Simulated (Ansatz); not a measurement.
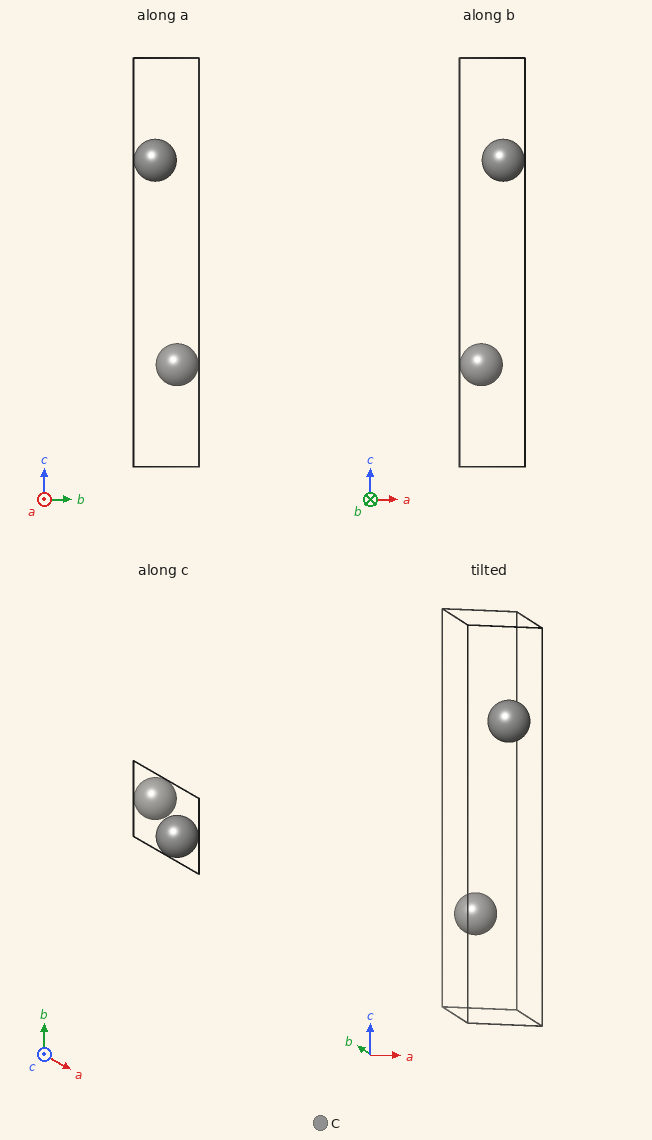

View along the a axis, along the b axis, along the c axis and slightly off an axis, drawn as a spheres-only model. One conventional unit cell is framed, with atoms on its boundary repeated.

Lattice parameters: a = 1.7288 Å, b = 1.7288 Å, c = 9.3371 Å, α = 90.000°, β = 90.000°, γ = 120.000°.

Question: Set out the cell and atoms as a CIF in P1 with every atom of the cell.

Answer:
```cif
data_structure
_symmetry_space_group_name_H-M 'P 1'
_symmetry_Int_Tables_number 1
_cell_length_a 1.7288
_cell_length_b 1.7288
_cell_length_c 9.3371
_cell_angle_alpha 90.000
_cell_angle_beta 90.000
_cell_angle_gamma 120.000
_cell_volume 24.17
loop_
_atom_site_label
_atom_site_type_symbol
_atom_site_fract_x
_atom_site_fract_y
_atom_site_fract_z
_atom_site_occupancy
C1 C 0.3333 0.6667 0.2500 1
C2 C 0.6667 0.3333 0.7500 1
```

It derives from a structure type filled with this element by a generator (whether the element takes this form wasn't checked). Earlier steps of the study may have refined or changed the cell and positions. A calculation with Ansatz used it as input.
